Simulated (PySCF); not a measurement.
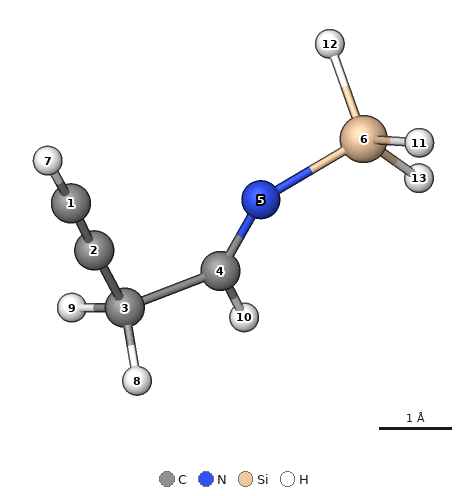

Fig. 1: The starting structure (ball-and-stick view, seen at a tilt; atoms are numbered from 1 in the order of the input).

# C₄H₇NSi: geometry relaxation

The run: geometry relaxation of C₄H₇NSi. Method and program: PBE0-D3(BJ)/def2-SVP geometry optimisation, gas phase (PySCF 2.14.0).

It belongs to a series of runs on one base structure; here: constitutional isomer.

### The program's output
```
step   0  E = -500.16237124  max force = 0.092121
step   1  E = -500.17400390  max force = 0.009232
step   2  E = -500.17440453  max force = 0.009801
step   3  E = -500.17470210  max force = 0.009632
step   4  E = -500.17514648  max force = 0.004040
step   5  E = -500.17528123  max force = 0.001961
step   6  E = -500.17533785  max force = 0.000373
step   7  E = -500.17534035  max force = 0.000149
optimisation converged
```

### Trajectory as extended XYZ (Å, eV, eV/Å), 8 frames, from step=0 to step=7
```
13
Properties=species:S:1:pos:R:3:forces:R:3 step=0 energy=-13610.11136
C    -2.1863    1.7990    0.2101   -1.2077   4.7370   0.3840
C    -1.9221    0.6639    0.1088    0.8948  -4.3081  -0.3865
C    -1.5713   -0.7306   -0.0080    1.8153   0.7911   0.7280
C    -0.0323   -0.9440   -0.0564   -3.2672  -1.7147  -0.0459
N     0.7540   -0.0165   -0.0482    1.4529   2.0722   0.0315
Si    2.4601    0.1425   -0.0883   -0.3790   0.2430   0.2259
H    -2.4520    2.8362    0.2901    0.0457  -0.0058   0.0175
H    -1.9373   -1.2800    0.8498   -0.3552  -0.4991   0.4917
H    -1.9966   -1.1517   -0.8862   -0.6250  -0.7377  -1.1789
H     0.2150   -2.0122   -0.0976    0.3436  -0.5735  -0.0343
H     2.7622    0.8445    1.1611    0.3801   0.3080   0.3430
H     2.7020    0.9327   -1.2822    0.3881   0.4931  -0.5468
H     3.2103   -1.1007   -0.1633    0.5137  -0.8056  -0.0292
13
Properties=species:S:1:pos:R:3:forces:R:3 step=1 energy=-13610.42790
C    -1.9907    1.5541    0.6986   -0.0682  -0.3901  -0.0377
C    -1.7114    0.3798    0.5889    0.0403   0.4256   0.0513
C    -1.2810   -0.9988    0.4676   -0.1610  -0.3112  -0.2630
C     0.2185   -1.1784    0.3778    0.4184   0.3409   0.0475
N     1.0319   -0.2117    0.3817   -0.4748  -0.2346   0.0226
Si    2.7617   -0.0943    0.3202    0.2069  -0.1253  -0.0628
H    -2.2698    2.5845    0.7951   -0.0031   0.0966   0.0052
H    -1.6516   -1.6007    1.3229    0.0605   0.0497  -0.0989
H    -1.7387   -1.4745   -0.4354    0.1654   0.1425   0.3129
H     0.5336   -2.2459    0.3172   -0.0208   0.0259  -0.0153
H     3.2242    0.6230    1.5438   -0.0457  -0.0350   0.0245
H     3.1333    0.7320   -0.8683   -0.0575  -0.0621   0.0138
H     3.4793   -1.4200    0.2361   -0.0604   0.0771  -0.0001
13
Properties=species:S:1:pos:R:3:forces:R:3 step=2 energy=-13610.43880
C    -2.1285    1.5462    0.6959   -0.1098  -0.0465  -0.0108
C    -1.7642    0.3974    0.5904    0.1160   0.0843   0.0200
C    -1.2612   -0.9604    0.4710    0.0163   0.1850  -0.0380
C     0.2431   -1.0901    0.3971    0.3214  -0.3908  -0.0601
N     1.0797   -0.1517    0.4017   -0.5040   0.2913   0.0438
Si    2.8134   -0.1433    0.3137    0.1282  -0.0357  -0.0011
H    -2.4781    2.5580    0.7880    0.0286  -0.0034  -0.0015
H    -1.6117   -1.5805    1.3171    0.0318   0.0115   0.0037
H    -1.6836   -1.4518   -0.4281    0.0609   0.0301   0.0471
H     0.5585   -2.1561    0.3283   -0.0382  -0.0923  -0.0038
H     3.3285    0.5213    1.5454   -0.0054  -0.0131   0.0056
H     3.2061    0.6680   -0.8744   -0.0115  -0.0165  -0.0058
H     3.4371   -1.5077    0.2003   -0.0343  -0.0039   0.0010
13
Properties=species:S:1:pos:R:3:forces:R:3 step=3 energy=-13610.44690
C    -2.1414    1.5509    0.6863   -0.2046   0.3245   0.0191
C    -1.7373    0.4176    0.5886    0.3164  -0.3640  -0.0246
C    -1.2288   -0.9429    0.4726   -0.0405   0.0791   0.2301
C     0.2683   -1.1036    0.4106   -0.4101  -0.2373  -0.0886
N     1.0603   -0.1368    0.4249    0.3460   0.4953   0.0138
Si    2.7954   -0.1510    0.3145    0.0899   0.0442   0.0653
H    -2.5172    2.5567    0.7708    0.0619  -0.1044  -0.0062
H    -1.5849   -1.5622    1.3116   -0.1087  -0.0464   0.1173
H    -1.6386   -1.4292   -0.4196   -0.1741  -0.1366  -0.2902
H     0.5872   -2.1685    0.3304   -0.0020  -0.0195   0.0136
H     3.3253    0.4770    1.5580    0.0502   0.0182  -0.0170
H     3.1701    0.6637   -0.8724    0.0557   0.0417  -0.0286
H     3.3809   -1.5226    0.1700    0.0201  -0.0947  -0.0039
13
Properties=species:S:1:pos:R:3:forces:R:3 step=4 energy=-13610.45899
C    -2.1421    1.5452    0.6946   -0.0897   0.0394  -0.0022
C    -1.7403    0.4095    0.5931    0.1162  -0.0409  -0.0021
C    -1.2386   -0.9490    0.4728   -0.0137   0.0104   0.0370
C     0.2619   -1.0921    0.3911   -0.0849  -0.1518   0.0059
N     1.0614   -0.1237    0.4035    0.0184   0.2077   0.0224
Si    2.8017   -0.1465    0.3161    0.0522  -0.0300  -0.0046
H    -2.5115    2.5502    0.7829    0.0230  -0.0034   0.0012
H    -1.5878   -1.5662    1.3207   -0.0103  -0.0058   0.0243
H    -1.6639   -1.4378   -0.4206   -0.0472  -0.0332  -0.0688
H     0.5836   -2.1575    0.3168    0.0134   0.0122  -0.0053
H     3.3306    0.4996    1.5513    0.0096   0.0062  -0.0109
H     3.2066    0.6471   -0.8784    0.0183   0.0137   0.0004
H     3.3777   -1.5297    0.2022   -0.0053  -0.0245   0.0026
13
Properties=species:S:1:pos:R:3:forces:R:3 step=5 energy=-13610.46265
C    -2.1676    1.5400    0.6933   -0.0319  -0.0271  -0.0063
C    -1.7435    0.4117    0.5937    0.0239   0.0345   0.0031
C    -1.2340   -0.9431    0.4740    0.0070  -0.0058   0.0022
C     0.2682   -1.0717    0.3920   -0.0139  -0.1009  -0.0054
N     1.0633   -0.0965    0.4073   -0.0275   0.0901   0.0139
Si    2.8068   -0.1543    0.3157    0.0187  -0.0355  -0.0075
H    -2.5477    2.5404    0.7807    0.0098   0.0153   0.0024
H    -1.5783   -1.5612    1.3243    0.0056   0.0053  -0.0017
H    -1.6595   -1.4356   -0.4205   -0.0004  -0.0023  -0.0015
H     0.5992   -2.1342    0.3141    0.0104   0.0157  -0.0030
H     3.3563    0.4782    1.5487    0.0045   0.0076  -0.0052
H     3.2325    0.6300   -0.8788    0.0046   0.0042   0.0075
H     3.3434   -1.5545    0.2015   -0.0108  -0.0012   0.0015
13
Properties=species:S:1:pos:R:3:forces:R:3 step=6 energy=-13610.46420
C    -2.1955    1.5350    0.6920    0.0046  -0.0164  -0.0022
C    -1.7460    0.4163    0.5945   -0.0192   0.0189  -0.0010
C    -1.2256   -0.9348    0.4752    0.0115  -0.0040  -0.0155
C     0.2769   -1.0512    0.3901   -0.0022  -0.0187   0.0085
N     1.0640   -0.0671    0.4095   -0.0044  -0.0049   0.0083
Si    2.8095   -0.1648    0.3163   -0.0047  -0.0091  -0.0073
H    -2.5871    2.5312    0.7788    0.0023   0.0069   0.0009
H    -1.5631   -1.5538    1.3279    0.0070   0.0050  -0.0062
H    -1.6503   -1.4315   -0.4180    0.0065   0.0055   0.0159
H     0.6192   -2.1094    0.3081    0.0010   0.0062  -0.0035
H     3.3799    0.4555    1.5461    0.0002   0.0042  -0.0020
H     3.2572    0.6058   -0.8789    0.0024   0.0019   0.0033
H     3.3001   -1.5820    0.2046   -0.0050   0.0047   0.0009
13
Properties=species:S:1:pos:R:3:forces:R:3 step=7 energy=-13610.46426
C    -2.1942    1.5357    0.6898    0.0022  -0.0062  -0.0013
C    -1.7460    0.4165    0.5931   -0.0077   0.0053  -0.0007
C    -1.2257   -0.9349    0.4752    0.0038  -0.0008  -0.0032
C     0.2766   -1.0526    0.3928    0.0017   0.0009  -0.0046
N     1.0635   -0.0683    0.4137   -0.0012  -0.0053   0.0032
Si    2.8087   -0.1651    0.3166   -0.0032  -0.0042   0.0009
H    -2.5836    2.5330    0.7762    0.0015   0.0024   0.0000
H    -1.5645   -1.5534    1.3274    0.0002   0.0021  -0.0005
H    -1.6493   -1.4318   -0.4181    0.0038   0.0011   0.0070
H     0.6189   -2.1104    0.3094    0.0002   0.0012  -0.0015
H     3.3814    0.4532    1.5464    0.0007   0.0024  -0.0010
H     3.2547    0.6090   -0.8770   -0.0004   0.0000   0.0013
H     3.2989   -1.5817    0.2007   -0.0016   0.0011   0.0003
```

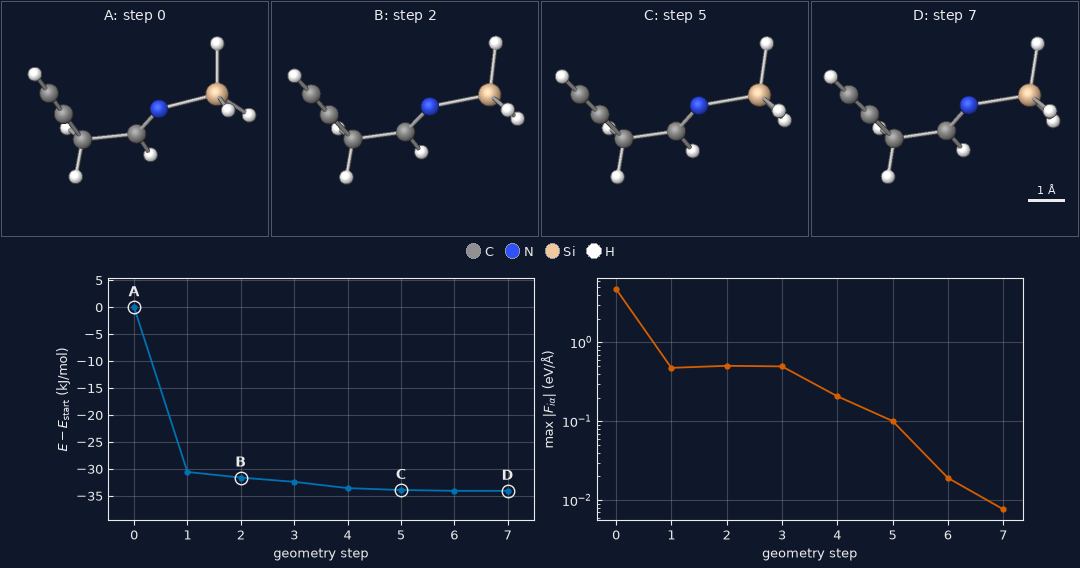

Fig. 2: Frames of the relaxation (ball-and-stick view, seen at a tilt) above the curves, on which the letters mark them (steps are counted from 0).

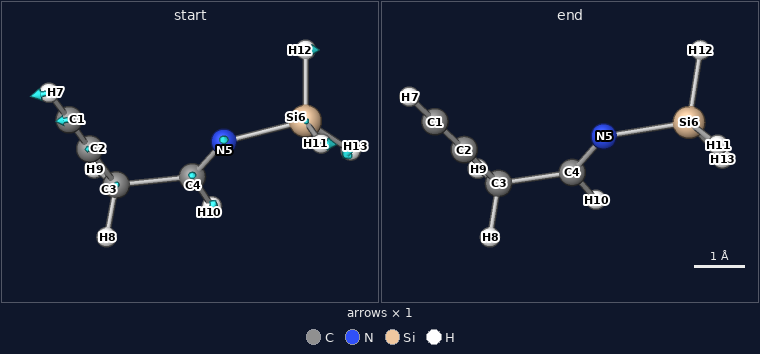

Fig. 3: Before (left) and after (right) the relaxation, at one scale (ball-and-stick view, seen at a tilt). The teal arrows give the displacements, at true length. The largest move after the best rigid fit is that of H7, 0.41 Å. By element the largest moves are H 0.41 Å, C 0.29 Å, N 0.20 Å, Si 0.09 Å. Among the contacts that change: Si6–H13 1.454 → 1.504 Å, C3–C4 1.554 → 1.509 Å, C4–N5 1.216 → 1.260 Å, C3–H9 1.063 → 1.106 Å. Among the angles that change: C4–N5–Si6 135.6° → 125.3°, N5–Si6–H11 103.3° → 108.3°, H11–Si6–H12 114.0° → 109.3°. The energy falls by 34.1 kJ/mol in 7 geometry steps. The largest force component goes from 4.7 to 0.0077 eV/Å. (Atoms are counted from 1 in the order of the input.)

The run was set up as follows.

### Input
```
{"job": {"xc": "PBE0", "basis": "def2-SVP", "d3": "d3bj", "grid": 1, "shake": 0.01, "kind": "geom"}, "charge": 0, "multiplicity": 1}
C     -2.186290     1.798990     0.210100
C     -1.922100     0.663850     0.108810
C     -1.571270    -0.730610    -0.008040
C     -0.032310    -0.943990    -0.056360
N      0.754030    -0.016520    -0.048190
Si     2.460080     0.142470    -0.088330
H     -2.452010     2.836210     0.290070
H     -1.937350    -1.279970     0.849850
H     -1.996610    -1.151680    -0.886250
H      0.215050    -2.012180    -0.097590
H      2.762250     0.844520     1.161110
H      2.702020     0.932700    -1.282210
H      3.210330    -1.100670    -0.163310
```

The first line tells a small driver script what to run in PySCF; the rest is the geometry in Å.

Launched with:
```bash
OMP_NUM_THREADS=1 python <driver script> task.json out
```

### Key numbers

- outcome: converged
- total energy: −500.175340 hartree
- dipole moment: 1.81 D
- point group: Cs
- hardware: 1 CPU thread, shared host
- wall time: 66 s
- peak memory: 0.51 GiB
